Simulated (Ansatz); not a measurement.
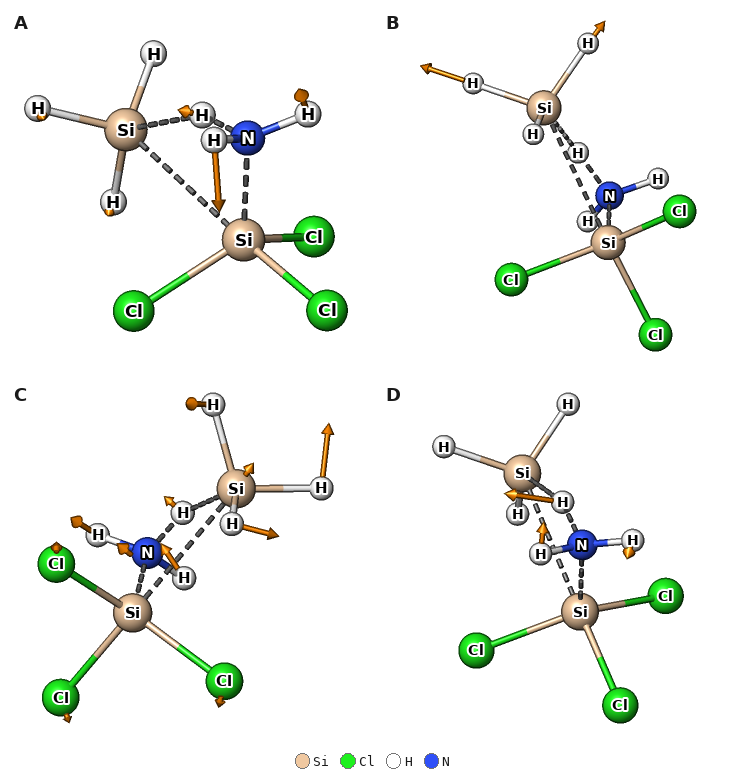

4 normal modes of one molecule or complex, as arrows. Broken sticks mark bonds that form or break. Harmonic vibrations computed with RKS PBE0-D4/def2-TZVP (Ansatz 0.2.0) at a stationary point of the same level. It is a saddle point of order 1.

Match the panels to the wavenumbers 136 cm⁻¹, 849 cm⁻¹, 1375 cm⁻¹, 2142 cm⁻¹.

Answer. A: 849 cm⁻¹
B: 2142 cm⁻¹
C: 136 cm⁻¹
D: 1375 cm⁻¹
